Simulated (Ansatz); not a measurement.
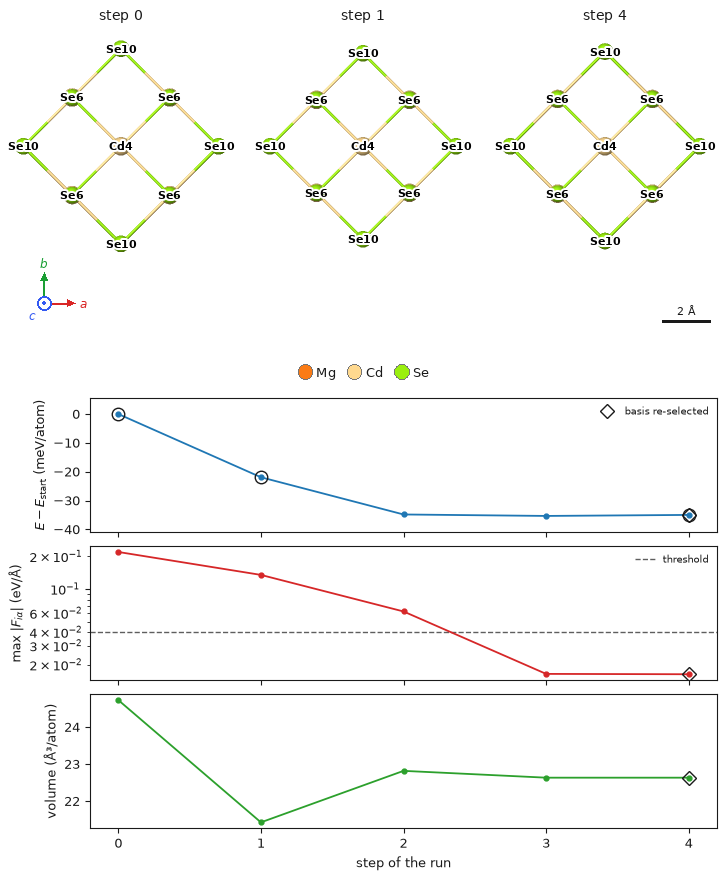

Frames of a relaxation of solid Mg₂Cd₃Se₅ (a generated structure, set up in I4/mmm) (coarse preliminary run), marked on the history of the run. The picture is a ball-and-stick view of the atoms within 4.2 Å of the atom that moves most (axes of the conventional cell (2 times the calculation's cell)), seen along the c axis. Lengths and directions refer to the drawn axes.

Method: Ansatz 0.2.0, DFT PBE, scalar-relativistic, plane waves, PAW. Set-up: plane-wave cutoff 420 eV; k-point mesh 6 × 6 × 6; occupations gaussian; smearing width 0.1 eV; no spin polarisation; cell and atoms relaxed; force threshold 0.04 eV/Å; at most 70 steps.

### Describe the path.

The largest moves relative to the cell, 0.083 Å, are those of Se atoms. By element the largest moves are Se 0.083 Å, Cd 0.052 Å, Mg 0.032 Å. Cell: a = b 4.120 → 3.998 Å (−3.0 %), c 29.134 → 28.315 Å (−2.8 %). Volume −8.5 %. Near-neighbour distances that change, for instance: Mg–Se 2.913 → 2.781 Å, Cd–Se 2.913 → 2.827 Å, Mg–Se 2.913 → 2.827 Å, Cd–Se 2.913 → 2.884 Å. The space group stays I4/mmm (No. 139). The energy falls by 35.0 meV per atom in 3 accepted moves (4 points after the start). The largest force component goes from 0.22 to 0.016 eV/Å. Pressure: −4.34 GPa at the start and −0.02 GPa at the end. The SCF was repeated once at an unchanged geometry on a basis and grid sized afresh for the cell, which shifted the energy by 0.4 meV per atom at most. From step 0 to 1: Se atoms move most (0.08 Å), volume −13.3 %, energy −21.9 meV per atom. From step 1 to 4: Se atoms move most (0.02 Å), volume +5.6 %, energy −13.1 meV per atom.
